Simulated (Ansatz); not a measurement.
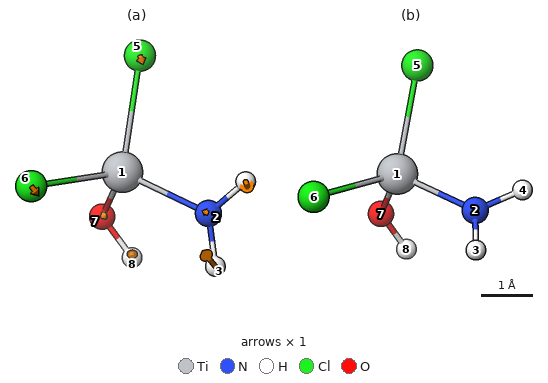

The structure of TiNH$_{3}$OCl$_{2}$ before (left) and after (right) a relaxation, at one scale. The orange arrows give the displacements, at their true length.

Style: ball-and-stick. Shown at a tilt.

The run prepares the start of a later molecular dynamics calculation, from a guessed geometry.

Computed with RKS PBE/def2-SVP (Ansatz). Settings: no spin polarisation; force threshold 0.02 eV/Å; at most 40 steps.

> What changed between the two?

After 9 geometry steps the energy has fallen by 24.6 kcal/mol. Largest force component: 2.5 eV/Å at the start, 0.0012 eV/Å at the end. The forces were under the threshold at step 7, but the run went on from there. The largest move after the best rigid fit is that of H3, 0.75 Å. By element the largest moves are H 0.75 Å, Cl 0.28 Å, O 0.17 Å, N 0.16 Å, Ti 0.06 Å. Some distances before and after: Ti1–N2 2.060 → 1.858 Å, Ti1–Cl5 2.370 → 2.214 Å, Ti1–O7 1.919 → 1.787 Å, O7–H8 1.010 → 0.974 Å. Bond angles that change, for instance: Ti1–O7–H8 109.5° → 129.1°, H3–N2–H4 120.0° → 110.7°, Cl5–Ti1–Cl6 109.5° → 115.5°. Groups turn about Ti1–N2 by about 45°. The run took 14 s on 4 threads of AMD EPYC 7B13 (Zen 3), on a shared host, peak memory 0.2 GiB.
